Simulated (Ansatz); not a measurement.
## CH6B2ClNSi: nudged elastic band

The run: nudged elastic band of CH6B2ClNSi. Method and program: RKS r2SCAN-D4/6-31G (Ansatz 0.2.0).

It belongs to a series of runs on one base structure; here: band between the two ends. Figures and captions count atoms from 1; the log counts them from 0 in places.

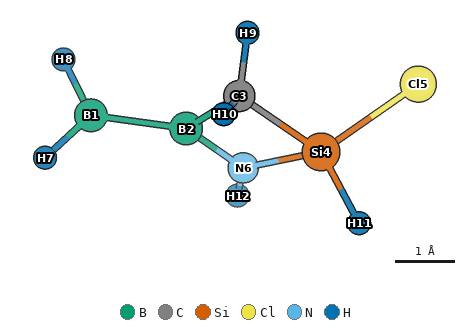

Fig. 1: The structure as given in the input (ball-and-stick view, seen at an oblique angle; atoms are numbered from 1 in the order of the input).

Summary

| quantity | value |
| --- | --- |
| outcome | converged |
| barrier, forward | 0.243 eV |
| barrier, backward | 0.243 eV |
| hardware | 1 thread of Intel Xeon @ 2.50GHz (Skylake/Cascade Lake), 189 GiB of memory available, shared host |
| wall time | 10 min |
| peak memory | 0.17 GiB |

Remarks

The order of the saddle point was not checked.

Input
```yaml
crystal:
  periodic: [false, false, false]
  atoms:
    - { symbol: B, position_ang: [-2.266646, -0.24204, 0.322785] }
    - { symbol: B, position_ang: [-0.613177, -0.155648, 0.218767] }
    - { symbol: C, position_ang: [0.190558, 0.66202, -0.952611] }
    - { symbol: Si, position_ang: [1.742614, 0.178761, 0.059044] }
    - { symbol: Cl, position_ang: [3.193996, -1.163662, -0.893917] }
    - { symbol: "N", position_ang: [0.47197, -0.664894, 1.011959] }
    - { symbol: H, position_ang: [-2.92021, 0.610519, 0.863386] }
    - { symbol: H, position_ang: [-2.896613, -1.10587, -0.227344] }
    - { symbol: H, position_ang: [0.141713, 0.188175, -1.940129] }
    - { symbol: H, position_ang: [-0.023657, 1.730065, -1.064866] }
    - { symbol: H, position_ang: [2.597116, 1.162801, 0.806794] }
    - { symbol: H, position_ang: [0.459337, -1.255426, 1.830032] }
basis:
  gaussian: { orbitals: "6-31G" }
hamiltonian:
  xc: r2scan
  dispersion: d4
neb:
  order_check: false
  images: 5
  f_tol: 0.03
  max_iterations: 28
  initial_path: idpp
  final_atoms:
    - { symbol: B, position_ang: [-2.26725593, -0.23964674, 0.32467955] }
    - { symbol: B, position_ang: [-0.61401284, -0.1556133, 0.21363467] }
    - { symbol: C, position_ang: [0.19224253, 0.66169205, -0.95569331] }
    - { symbol: Si, position_ang: [1.74183763, 0.17807763, 0.05894534] }
    - { symbol: Cl, position_ang: [3.19952448, -1.15996472, -0.89052177] }
    - { symbol: "N", position_ang: [0.46967887, -0.66888792, 1.00668594] }
    - { symbol: H, position_ang: [-2.90357601, -1.10114364, -0.22236724] }
    - { symbol: H, position_ang: [-2.91427379, 0.61163788, 0.87540084] }
    - { symbol: H, position_ang: [0.14579378, 0.18654214, -1.94273857] }
    - { symbol: H, position_ang: [-0.02200404, 1.72952964, -1.0694689] }
    - { symbol: H, position_ang: [2.59135653, 1.16315992, 0.8113958] }
    - { symbol: H, position_ang: [0.45768979, -1.26058193, 1.82394765] }
```

Command:
```bash
ansatz run input.yaml --threads 1 --pin off --max-ram 2048MiB --backend cpu --events-out ev --progress --plain --runs-dir out
```

The program's output
```
Engine: ansatz 0.2.0, x86_64-unknown-linux-gnu
Functional definition: r2SCAN
  parameter k0 = 0.174
  parameter k1 = 0.065
  parameter a1 = 4.9479
  exchange = r2scan_x(k0 = k0, k1 = k1, a1 = a1)
  correlation = r2scan_c
1043 factors; integrals over basis functions are off by at most 2.1e-4 eV
mean field evaluation 1: about -24362.5581 eV, gradient 6.4e1 eV
mean field evaluation 2: about -24338.4292 eV, gradient 1.1e2 eV
mean field evaluation 4: about -24371.7602 eV, gradient 9.0e0 eV
mean field evaluation 8: about -24371.9737 eV, gradient 1.5e-1 eV
mean field evaluation 16: about -24371.9738 eV, gradient 3.1e-5 eV
mean field -24371.97377187 eV, -895.6535161990 hartree, gradient 3.1e-5 eV, S^2 0.000000; 0 other end points of the search recorded, 0 dependent functions left out
the calculation of the forces begins
reference -24371.97378193 eV, -895.6535165688 hartree; 30, 30 occupied and 44, 44 virtual orbitals, 1043 factors
1043 factors; integrals over basis functions are off by at most 2.1e-4 eV
mean field evaluation 32: about -24371.9738 eV, gradient 3.1e-5 eV
mean field -24371.97382278 eV, -895.6535180701 hartree, gradient 3.1e-5 eV, S^2 0.000000; 0 other end points of the search recorded, 0 dependent functions left out
[... from here on the field's lines of each further geometry are left out, up to the last ...]
NEB iter   1: max|band force component| = 1.422e0 eV/Å  barrier→ = 0.4487 eV  barrier← = 0.4488 eV  Δτ_max = 0.1181 Å  (182 SCF iters)
NEB iter   2: max|band force component| = 4.319e-1 eV/Å  barrier→ = 0.2574 eV  barrier← = 0.2574 eV  CI = image 3  Δτ_max = 0.0533 Å  (140 SCF iters)
NEB iter   3: max|band force component| = 1.883e-1 eV/Å  barrier→ = 0.2488 eV  barrier← = 0.2488 eV  CI = image 3  Δτ_max = 0.0392 Å  (138 SCF iters)
NEB iter   4: max|band force component| = 1.231e-1 eV/Å  barrier→ = 0.2444 eV  barrier← = 0.2444 eV  CI = image 3  Δτ_max = 0.0247 Å  (142 SCF iters)
NEB iter   5: max|band force component| = 9.109e-2 eV/Å  barrier→ = 0.2435 eV  barrier← = 0.2435 eV  CI = image 3  Δτ_max = 0.0279 Å  (143 SCF iters)
NEB iter   6: max|band force component| = 5.604e-2 eV/Å  barrier→ = 0.2430 eV  barrier← = 0.2430 eV  CI = image 3  Δτ_max = 0.0110 Å  (133 SCF iters)
NEB iter   7: max|band force component| = 3.856e-2 eV/Å  barrier→ = 0.2429 eV  barrier← = 0.2429 eV  CI = image 3  Δτ_max = 0.0048 Å  (112 SCF iters)
the calculation of the forces begins
reference -24371.90777436 eV, -895.6510908352 hartree; 30, 30 occupied and 44, 44 virtual orbitals, 1043 factors
1043 factors; integrals over basis functions are off by at most 2.1e-4 eV
mean field evaluation 416: about -24371.5188 eV, gradient 8.9e0 eV
mean field -24371.73126210 eV, -895.6446041293 hartree, gradient 1.3e-5 eV, S^2 0.000000; 1 other end points of the search recorded, 0 dependent functions left out
the calculation of the forces begins
reference -24371.73127222 eV, -895.6446045013 hartree; 30, 30 occupied and 44, 44 virtual orbitals, 1043 factors
NEB iter   8: max|band force component| = 1.253e-2 eV/Å  barrier→ = 0.2429 eV  barrier← = 0.2429 eV  CI = image 3  Δτ_max = 0.0000 Å  (246 SCF iters)
```

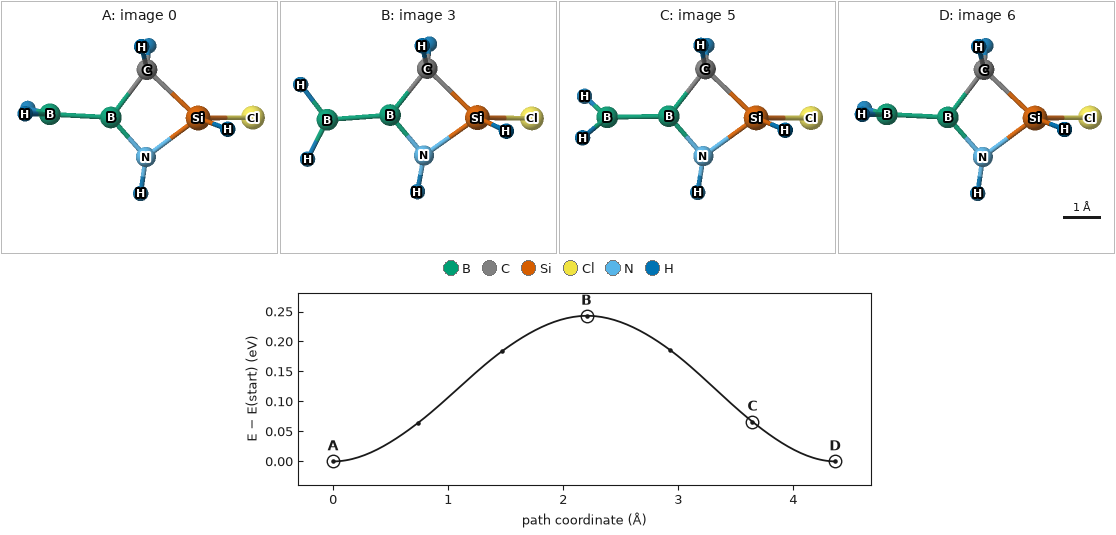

Fig. 2: Images of the last band (counted from 0; ball-and-stick, seen at a tilt) above the energy along the path; the line is a cubic interpolation that uses the forces. The highest image is number 3, 0.243 eV above the start and 0.243 eV above the end (the climbing image); start and end have the same energy. The path is 4.37 Å long. The band converged in 8 iterations.

```
Total energy: -24371.80790433 eV, -895.6474206794 hartree
Atom 0 at    -2.300572    -0.300026     0.339752 Å, force    -0.002674    -0.001150    -0.001958 eV/Å
Atom 1 at    -0.619234    -0.093390     0.106028 Å, force    -0.001587    -0.000604     0.001871 eV/Å
Atom 2 at     0.256481     0.981610    -0.749385 Å, force     0.004968     0.003929    -0.006178 eV/Å
Atom 3 at     1.759683     0.110410     0.042652 Å, force    -0.008913    -0.007912     0.006990 eV/Å
Atom 4 at     3.127110    -0.990772    -1.272168 Å, force     0.000302    -0.001180    -0.000767 eV/Å
Atom 5 at     0.409444    -0.901188     0.697964 Å, force    -0.002006     0.008545    -0.004556 eV/Å
Atom 6 at    -3.122506     0.383646    -0.206845 Å, force     0.000263     0.001351     0.000341 eV/Å
Atom 7 at    -2.726074    -1.154915     1.071993 Å, force     0.000132    -0.001823     0.000805 eV/Å
Atom 8 at     0.191396     0.846980    -1.836264 Å, force     0.000575     0.000400     0.001268 eV/Å
Atom 9 at     0.114088     2.044794    -0.527392 Å, force    -0.000909     0.000140     0.001135 eV/Å
Atom 10 at     2.656561     0.732712     1.075270 Å, force     0.000655    -0.000238    -0.000914 eV/Å
Atom 11 at     0.330625    -1.715060     1.292294 Å, force     0.009193    -0.001457     0.001963 eV/Å
Dipole moment:    -0.254192     0.202284     0.396162 e Å
this run last wrote the band of iteration 8 to [file]
```

The last band as extended XYZ (Å, eV, eV/Å)
```
12
Properties=species:S:1:pos:R:3:forces:R:3 image=0 energy=-24372.05075
B    -2.2666   -0.2420    0.3228    0.0011   0.0060  -0.0083
B    -0.6132   -0.1556    0.2188    0.0015  -0.0001  -0.0045
C     0.1906    0.6620   -0.9526    0.0062   0.0047   0.0033
Si    1.7426    0.1788    0.0590   -0.0097  -0.0071  -0.0092
Cl    3.1940   -1.1637   -0.8939    0.0016   0.0013   0.0001
N     0.4720   -0.6649    1.0120   -0.0136   0.0018   0.0014
H    -2.9202    0.6105    0.8634    0.0010  -0.0009   0.0033
H    -2.8966   -1.1059   -0.2273   -0.0012  -0.0022   0.0034
H     0.1417    0.1882   -1.9401    0.0031  -0.0028   0.0013
H    -0.0237    1.7301   -1.0649   -0.0016   0.0004   0.0005
H     2.5971    1.1628    0.8068   -0.0001   0.0027   0.0028
H     0.4593   -1.2554    1.8300    0.0119  -0.0039   0.0058
12
Properties=species:S:1:pos:R:3:forces:R:3 image=1 energy=-24371.98711
B    -2.2761   -0.2622    0.3503   -0.0059   0.0137  -0.0002
B    -0.6206   -0.1259    0.1482    0.0032  -0.0102   0.0103
C     0.2202    0.7810   -0.9202   -0.0039  -0.0033   0.0003
Si    1.7480    0.1532    0.0478   -0.0037  -0.0052  -0.0037
Cl    3.1595   -1.1434   -1.0222    0.0015  -0.0003   0.0107
N     0.4392   -0.7401    0.9031    0.0069   0.0090   0.0093
H    -2.9736    0.6892    0.5805    0.0230   0.0120   0.0917
H    -2.8560   -1.3101    0.2511   -0.0150  -0.0069  -0.1101
H     0.1834    0.4380   -1.9603   -0.0058  -0.0253  -0.0001
H     0.0276    1.8600   -0.9022   -0.0067  -0.0131  -0.0165
H     2.6271    1.0196    0.9047   -0.0034   0.0155  -0.0105
H     0.3982   -1.4146    1.6532    0.0098   0.0141   0.0189
12
Properties=species:S:1:pos:R:3:forces:R:3 image=2 energy=-24371.86690
B    -2.2915   -0.2792    0.3516   -0.0082   0.0066  -0.0005
B    -0.6207   -0.1062    0.1085    0.0000  -0.0068   0.0039
C     0.2457    0.8870   -0.8508    0.0032  -0.0022  -0.0104
Si    1.7548    0.1304    0.0460   -0.0057  -0.0044   0.0023
Cl    3.1424   -1.0854   -1.1423   -0.0007  -0.0049   0.0139
N     0.4165   -0.8220    0.7990    0.0052   0.0130   0.0057
H    -3.0674    0.6229    0.1899    0.0148   0.0499   0.0864
H    -2.7746   -1.3230    0.7021   -0.0083  -0.0506  -0.0868
H     0.2057    0.6557   -1.9214    0.0004  -0.0185  -0.0067
H     0.0752    1.9625   -0.7240   -0.0057  -0.0101  -0.0174
H     2.6418    0.8748    1.0032   -0.0018   0.0152  -0.0067
H     0.3492   -1.5729    1.4719    0.0068   0.0127   0.0162
12
Properties=species:S:1:pos:R:3:forces:R:3 image=3 energy=-24371.80789
B    -2.3006   -0.3000    0.3398   -0.0027  -0.0011  -0.0020
B    -0.6192   -0.0934    0.1060   -0.0016  -0.0006   0.0019
C     0.2565    0.9816   -0.7494    0.0050   0.0039  -0.0062
Si    1.7597    0.1104    0.0427   -0.0089  -0.0079   0.0070
Cl    3.1271   -0.9908   -1.2722    0.0003  -0.0012  -0.0008
N     0.4094   -0.9012    0.6980   -0.0020   0.0085  -0.0046
H    -3.1225    0.3836   -0.2068    0.0003   0.0014   0.0003
H    -2.7261   -1.1549    1.0720    0.0001  -0.0018   0.0008
H     0.1914    0.8470   -1.8363    0.0006   0.0004   0.0013
H     0.1141    2.0448   -0.5274   -0.0009   0.0001   0.0011
H     2.6566    0.7327    1.0753    0.0007  -0.0002  -0.0009
H     0.3306   -1.7151    1.2923    0.0092  -0.0015   0.0020
12
Properties=species:S:1:pos:R:3:forces:R:3 image=4 energy=-24371.86424
B    -2.2911   -0.3160    0.3259   -0.0081   0.0015  -0.0084
B    -0.6202   -0.1092    0.1191   -0.0024  -0.0042   0.0052
C     0.2466    1.0500   -0.6322    0.0037   0.0041   0.0017
Si    1.7581    0.0927    0.0375   -0.0083  -0.0063   0.0110
Cl    3.1147   -0.8525   -1.4035    0.0001   0.0100  -0.0156
N     0.4176   -0.9827    0.5942    0.0077  -0.0004  -0.0140
H    -3.0904    0.0392   -0.4967    0.0099  -0.0734  -0.0659
H    -2.7535   -0.8308    1.3091   -0.0056   0.0781   0.0669
H     0.1522    1.0102   -1.7253   -0.0049   0.0153   0.0127
H     0.1218    2.0900   -0.3149    0.0002   0.0038   0.0214
H     2.6685    0.6066    1.1173    0.0031  -0.0139   0.0014
H     0.3527   -1.8527    1.1034    0.0045  -0.0145  -0.0164
12
Properties=species:S:1:pos:R:3:forces:R:3 image=5 energy=-24371.98456
B    -2.2736   -0.3225    0.3178   -0.0093   0.0058  -0.0093
B    -0.6200   -0.1614    0.1257    0.0019  -0.0117   0.0051
C     0.2216    1.0864   -0.5136   -0.0036  -0.0060   0.0024
Si    1.7532    0.0769    0.0297   -0.0042  -0.0032   0.0113
Cl    3.1002   -0.6815   -1.5274   -0.0012   0.0162  -0.0144
N     0.4390   -1.0667    0.4843    0.0080  -0.0063  -0.0126
H    -3.0258   -0.3344   -0.6193    0.0190  -0.0900  -0.0322
H    -2.7991   -0.4013    1.3959   -0.0098   0.1129   0.0294
H     0.1091    1.1555   -1.6034   -0.0057   0.0143   0.0147
H     0.0944    2.0866   -0.0880   -0.0060  -0.0039   0.0257
H     2.6793    0.4949    1.1372    0.0033  -0.0109   0.0001
H     0.3986   -1.9877    0.8950    0.0076  -0.0172  -0.0201
12
Properties=species:S:1:pos:R:3:forces:R:3 image=6 energy=-24372.05079
B    -2.2671   -0.2365    0.3284   -0.0047   0.0008  -0.0004
B    -0.6139   -0.1548    0.2146    0.0032  -0.0111  -0.0005
C     0.1916    0.6622   -0.9555    0.0021   0.0066   0.0020
Si    1.7422    0.1754    0.0561   -0.0022  -0.0018  -0.0068
Cl    3.1962   -1.1641   -0.8969    0.0013   0.0015  -0.0006
N     0.4704   -0.6704    1.0054   -0.0036   0.0051   0.0009
H    -2.9056   -1.0966   -0.2183    0.0042   0.0053   0.0040
H    -2.9118    0.6153    0.8809   -0.0019  -0.0010  -0.0034
H     0.1428    0.1879   -1.9428    0.0006  -0.0015   0.0011
H    -0.0212    1.7304   -1.0680    0.0002   0.0006  -0.0011
H     2.5945    1.1586    0.8079   -0.0007  -0.0004   0.0007
H     0.4589   -1.2627    1.8222    0.0014  -0.0040   0.0041
```
